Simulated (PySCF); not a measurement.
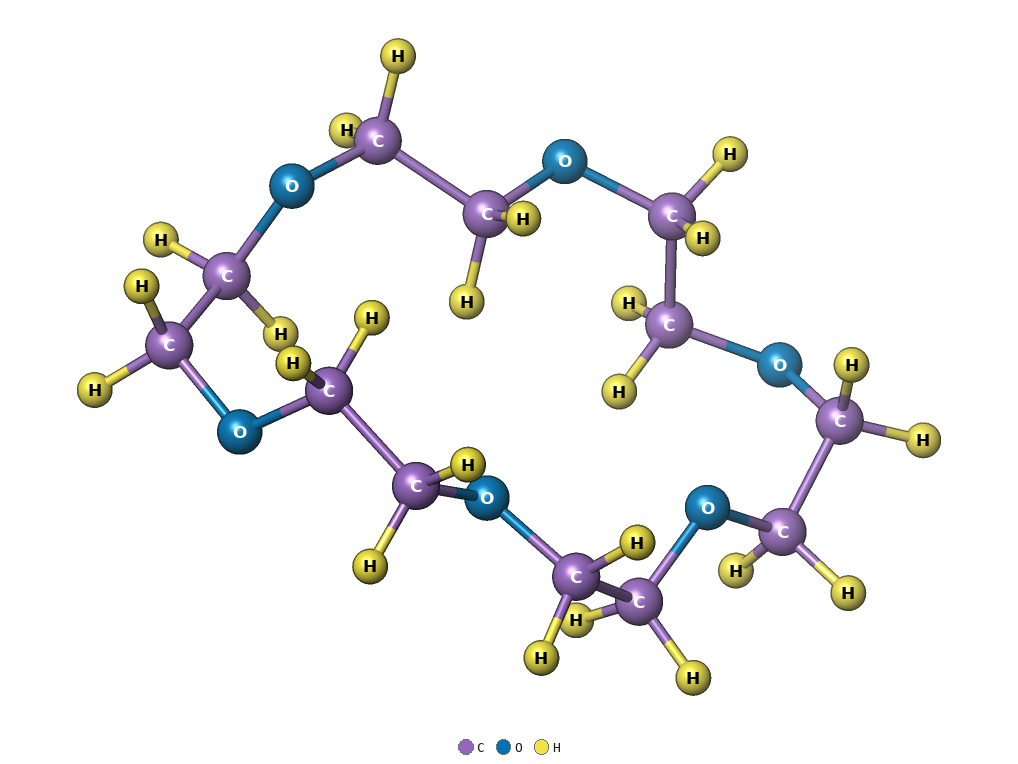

Computed geometry: GFN2-xTB optimisation. No frequency run is at hand to confirm it as a minimum. Method: KT3/pcSseg-1, gas phase (PySCF 2.14.0).

Give the HOMO energy (Kohn–Sham orbital) at this level.

−5.43 eV.

Estimate the dipole moment.

2.53 D.

Give the LUMO energy (Kohn–Sham orbital) at this level.

0.45 eV.
